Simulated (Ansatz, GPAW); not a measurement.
CSeO (R3m): refractive index against wavelength

The refractive index of CSeO (R3m) along x below the direct gap (3.81 eV on the mesh) is read from one computed spectrum, n = √(Re ε). x, y and z are the Cartesian axes of the input cell.

Cell: a, b, c = 3.968, 3.968, 3.968 Å (primitive vectors), 3 atoms.

Method: GPAW 26.7.0, LDA, RPA, k-mesh 9×9×9, local fields up to 50 eV, Lorentzian half width 0.1 eV.

Launch of the response step: `OMP_NUM_THREADS=1 python df.py`. The run took 100 s, its band step included, on 1 thread of Arm Neoverse V2, on a shared host.

| wavelength (nm) | photon energy E (eV) | n |
| --- | --- | --- |
| 1550 | 0.800 | 1.6111 |
| 1310 | 0.946 | 1.6137 |
| 1064 | 1.165 | 1.6185 |
| 850 | 1.459 | 1.6268 |
| 700 | 1.771 | 1.6385 |
| 633 | 1.959 | 1.6473 |
| 532 | 2.331 | ? |

In the single-oscillator model n² − 1 = E₀E_d/(E₀² − E²), so 1/(n² − 1) = E₀/E_d − E²/(E₀E_d) is linear in E².

Working, on the rows shown:

| x = E² (eV²) | y = 1/(n² − 1) |
| --- | --- |
| 0.639837 | 0.626707 |
| 0.895757 | 0.623431 |
| 1.35784 | 0.617458 |
| 2.12762 | 0.607357 |
| 3.13716 | 0.593584 |
| 3.83641 | 0.583568 |

Means: x̄ = 1.9991, ȳ = 0.60868. Σ(x − x̄)(y − ȳ) = -0.1099, Σ(x − x̄)² = 8.164. Slope = -0.1099 / 8.164 = -0.01346; intercept = ȳ − slope · x̄ = 0.6356. Turned back into n, the line misses the rows shown by at most 0.00034.

Q: What does the fit predict for the withheld row, and how well does it do?

A: At x = 5.4314 the line gives y = 0.56248, that is 1.6667. The run gave 1.6698, so the extrapolation is off by 0.0031, 5 % of the range in the table.

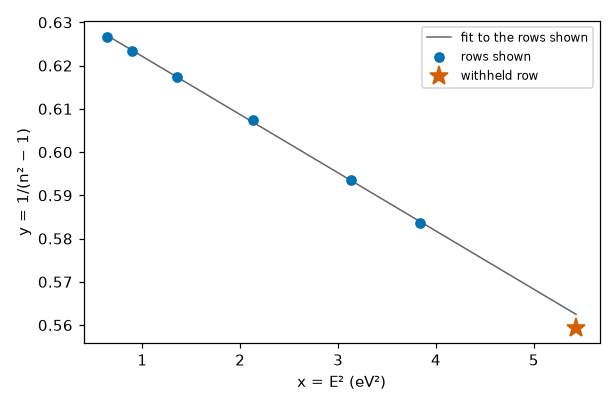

Refitted with all rows, the slope is -0.01399 and the intercept 0.63644. These give E₀ = √(intercept/−slope) = 6.75 eV and E_d = E₀/intercept = 10.6 eV; E₀ is 1.8 times the direct gap. The electronic limit at long wavelengths, without lattice vibrations, is n = √(1 + 1/intercept) = 1.604. The structure is a model and need not exist. Excitons are left out; LDA gaps are as a rule too small. The values come from a sum over the points of one k-mesh and carry its error, which grows as the direct gap shrinks. This version of GPAW has incomplete matrix elements in the optical limit, which can lower ε − 1 by up to a tenth where first-row anions or d states rule. Spin-orbit coupling is left out.
